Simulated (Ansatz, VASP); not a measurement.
# Cd2H110C8S8N4O71F24 in two plane-wave programs

One calculation is typed for both programs; each brings its own data sets and cutoff. How far apart do they land? The cell is taken from a series of runs on this material, whose earlier steps may have relaxed or scaled it; both programs get it as it stands.

Method: plane waves, with VASP 6.6.1 beside it; single point at LDA, in Ansatz 0.2.0.

**1. The starting structure**

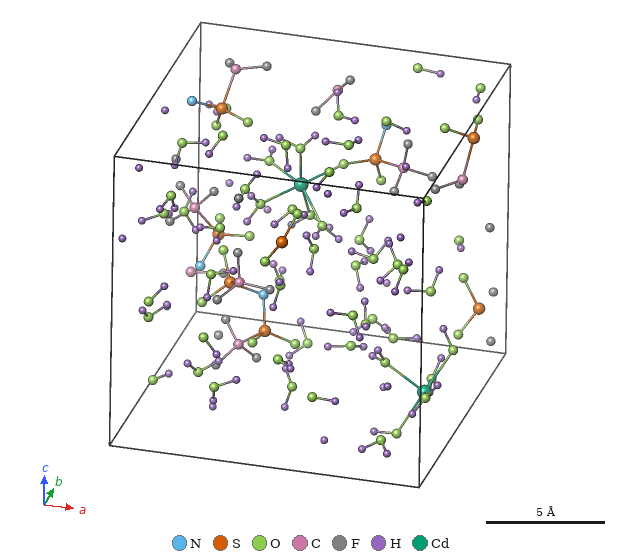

The starting structure, seen slightly off an axis (nitrogen blue, sulfur orange, oxygen green, carbon pink, fluorine grey, hydrogen purple, cadmium teal). Bonds to atoms that aren't drawn are left out. Some periodic images of atoms are drawn too.

The cell holds 227 atoms: 4 N, 8 S, 71 O, 8 C, 24 F, 110 H and 2 Cd. Its edges and angles: a = 13.633 Å, b = 13.633 Å, c = 13.633 Å, α = 90.0°, β = 90.0°, γ = 90.0°.

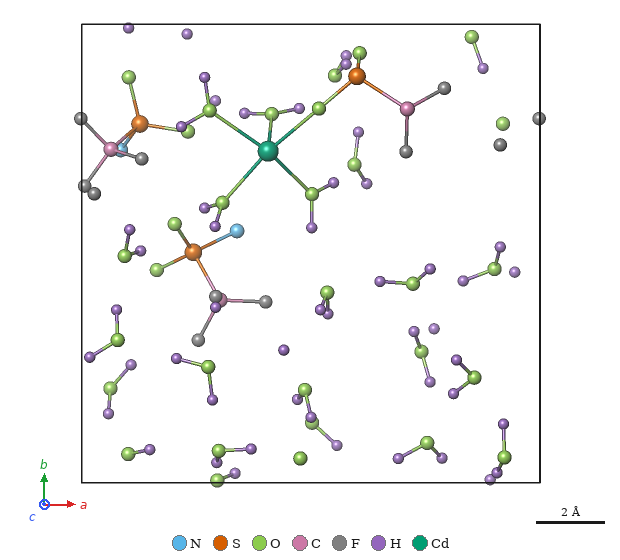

A slice 6 Å thick through the middle of the cell. Bonds to atoms that aren't drawn are left out.

**2. VASP: single point, LDA**

With cell and atoms fixed, the geometry can't cause a difference; cores, projectors, grids and the points listed under the comparison can.

Lines of VASP's logs that name or quote its potential files are left out, and so is its time.

INCAR reads:

```
SYSTEM = Cd2H110C8S8N4O71F24
PREC = Accurate
ENCUT = 520
EDIFF = 1E-05
NELM = 100
ISMEAR = 0
SIGMA = 0.01
LREAL = Auto
ALGO = Fast
GGA = CA
NBANDS = 572
LORBIT = 11
LWAVE = .FALSE.
LCHARG = .FALSE.
ISIF = 2
```

POSCAR reads:

```
Cd2H110C8S8N4O71F24
1.0
   13.6330900000      0.0000000000      0.0000000000
    0.0000000000     13.6330900000      0.0000000000
    0.0000000000      0.0000000000     13.6330900000
N S O C F H Cd
4 8 71 8 24 110 2
Direct
    0.6159100000      0.9541100000      0.7560200000
    0.0853100000      0.7260400000      0.2973700000
    0.0711200000      0.6487600000      0.9012000000
    0.3390500000      0.5493300000      0.3165700000
    0.6008000000      0.8866400000      0.6660300000
    0.5367900000      0.0304700000      0.7673400000
    0.1272400000      0.7827600000      0.3862500000
    0.9779500000      0.7570200000      0.2648300000
    0.9682800000      0.6959300000      0.8815400000
    0.1487800000      0.7183100000      0.8546000000
    0.3601000000      0.4947000000      0.2192800000
    0.2437000000      0.5028000000      0.3667400000
    0.6065800000      0.9371400000      0.5711700000
    0.5176700000      0.8163700000      0.6703400000
    0.4771600000      0.0529600000      0.6809400000
    0.5617700000      0.1166600000      0.8285800000
    0.1027600000      0.8846000000      0.3914600000
    0.2320800000      0.7660900000      0.4032900000
    0.9191000000      0.7832000000      0.3508300000
    0.9290100000      0.6953500000      0.1966700000
    0.9524100000      0.8015200000      0.8943000000
    0.8885000000      0.6446000000      0.9279200000
    0.1167100000      0.7727100000      0.7660500000
    0.2441000000      0.6781400000      0.8392200000
    0.3494100000      0.3875000000      0.2276400000
    0.4510300000      0.5221500000      0.1750100000
    0.1639500000      0.4641000000      0.3046200000
    0.2029800000      0.5646400000      0.4437400000
    0.1449600000      0.1482100000      0.8164200000
    0.4597600000      0.3421300000      0.9473700000
[... 191 atom lines left out ...]
    0.6044700000      0.6216000000      0.9244300000
    0.5262000000      0.6969700000      0.9748300000
    0.1286700000      0.5058400000      0.5300500000
    0.1048000000      0.5521000000      0.6379300000
    0.9084000000      0.3816600000      0.1403600000
    0.4069100000      0.7234100000      0.6266600000
```

KPOINTS reads:

```
Automatic mesh
0
Gamma
1 1 1
0 0 0
```

The projector-augmented-wave data sets are N, S, O, C, F, H and Cd (LDA family, release 64).

Run with:

```sh
> export OMP_NUM_THREADS=5
> mpirun -np 1 vasp_gam
```

Numbers of over 12 decimals in the logs are rounded to 6 here.

Log:

```text
[banner, memory and clock lines left out]
running    1 mpi-ranks, on    1 nodes
[...]
Offloading initialized ...    1 GPUs detected
[...]
LDA part: xc-table for (Slater(with rela. corr.)+CA(PZ))
 , standard interpolation
 POSCAR, INCAR and KPOINTS ok, starting setup
[...]
entering main loop
       N       E                     dE             d eps       ncg     rms          rms(c)
DAV:   1     0.718059261969E+04    0.71806E+04   -0.47958E+05  1208   0.139E+03
DAV:   2    -0.645398453009E+03   -0.78260E+04   -0.75008E+04  1380   0.351E+02
DAV:   3    -0.134314032657E+04   -0.69774E+03   -0.69224E+03  1376   0.110E+02
DAV:   4    -0.135609953895E+04   -0.12959E+02   -0.12895E+02  1384   0.161E+01
[...]
RMM:  16    -0.122595653393E+04   -0.34442E-04   -0.47698E-04  1483   0.215E-02    0.219E-02
RMM:  17    -0.122595654404E+04   -0.10110E-04   -0.80413E-05  1287   0.967E-03    0.110E-02
RMM:  18    -0.122595654465E+04   -0.61204E-06   -0.26614E-05  1142   0.524E-03
   1 F= -.12259565E+04 E0= -.12259565E+04  d E =-.191567E-16
```

OUTCAR, selected parts (step 2):

```text
  FREE ENERGIE OF THE ION-ELECTRON SYSTEM (eV)
  ---------------------------------------------------
  free  energy   TOTEN  =     -1225.9565446491 eV

  energy  without entropy=    -1225.9565446491  energy(sigma->0) =    -1225.95654465
```

The run ends at a pressure of -1.99 GPa, with forces up to 4.8 eV/Å.

[end of part 1 of 2]

[Lines on the potential files, build, host, timing and source positions are cut from VASP's logs without a mark.]

[Logs are printed without paths, hosts, clocks, repeated set-up lines and the standing remarks that a program may print on its own settings, such as how far it seeks lower states.]

[Hosts, paths, dates, database ids (printed as entryN), source tags and the programs' standing remarks are cut or masked in the printed files.]
